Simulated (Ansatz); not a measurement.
The figure comes from a scan of Si (diamond): one Si atom of a 2-atom cell moves by u along (1.00, 0.00, 0.00) and v along (0.00, 1.00, 0.00). The numbers are results of PBEsol (plane waves to 420 eV, PAW, scalar-relativistic; Ansatz, an electronic-structure program), not measurements. k mesh 9×9×9 (Γ-centred), Fermi-Dirac smearing 0.05 eV. E stands for the smeared free energy. As the smearing reaches across the gap at some points, energies and forces of such displacements shift with the k mesh and the smearing. Si was relaxed with its symmetry unable to fall. The PAW data are Ansatz's earlier set. ΔE is measured from the undisplaced structure. Axes are in Å.

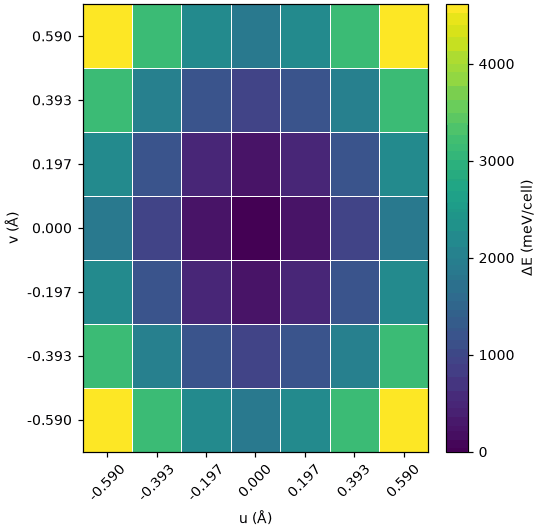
Figure. ΔE (meV/cell), one tile a computed point.

Problem. Turn the plot into a table (rounded to what can be read).

Solution. To the nearest 500:

ΔE (meV/cell), with u across and v down:

```tsv
v \ u	-0.590	-0.393	-0.197	0.000	0.197	0.393	0.590
-0.590	4500	3000	2000	2000	2000	3000	4500
-0.393	3000	2000	1000	1000	1000	2000	3000
-0.197	2000	1000	500	0	500	1000	2000
0.000	2000	1000	0	0	0	1000	2000
0.197	2000	1000	500	0	500	1000	2000
0.393	3000	2000	1000	1000	1000	2000	3000
0.590	4500	3000	2000	2000	2000	3000	4500
```

(A displaced cell: forces are minus the slopes of the energy, force constants its curvatures, and phonons follow from these.)
